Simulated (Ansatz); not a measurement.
**CsGeI3 under a change: I → Cl**

The reference is CsGeI$_{3}$ (space group R3m, No. 160; a = 8.2603 Å, c = 10.3365 Å (hexagonal axes)).

It is then changed as follows: full substitution I → Cl, then cell and atoms are relaxed.

Method: PBEsol (Ansatz, a quantum-chemistry and plane-wave program; PAW; 420 eV plane waves; scalar-relativistic without spin-orbit coupling), earlier PAW set. Γ-centred 6×6×6 mesh, Fermi–Dirac width 0.05 eV.

The volume per atom drops by 10.86 Å³ (40.72 Å³ → 29.86 Å³) and the c/a ratio shrinks by 0.019 (1.251 → 1.232). The shortest interatomic distance falls by 0.368 Å, from 2.785 Å to 2.417 Å and the band gap grows by 0.764 eV, from 0.56 eV to 1.33 eV (an upper bound: an edge found on the path is not a true extremum; the base alone).

Final structure:

```
CsGeCl3
1.0
    3.74393     2.16156     3.07513
   -3.74393     2.16156     3.07513
    0.00000    -4.32312     3.07513
Cs Ge Cl
1 1 3
Direct
  0.90062   0.90062   0.90062
  0.38732   0.38732   0.38732
  0.93208   0.40199   0.40199
  0.40199   0.40199   0.93208
  0.40199   0.93208   0.40199
```

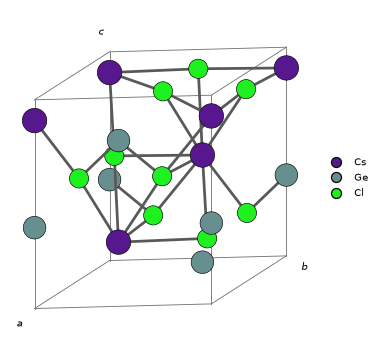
The relaxed conventional cell after the change

With I present, leaving out spin-orbit coupling can change the band edges. Stability against distortions was not tested. For CsGeCl3 in this form, whether it has been made was not checked. The base started in Cm and relaxed to R3m at this level.
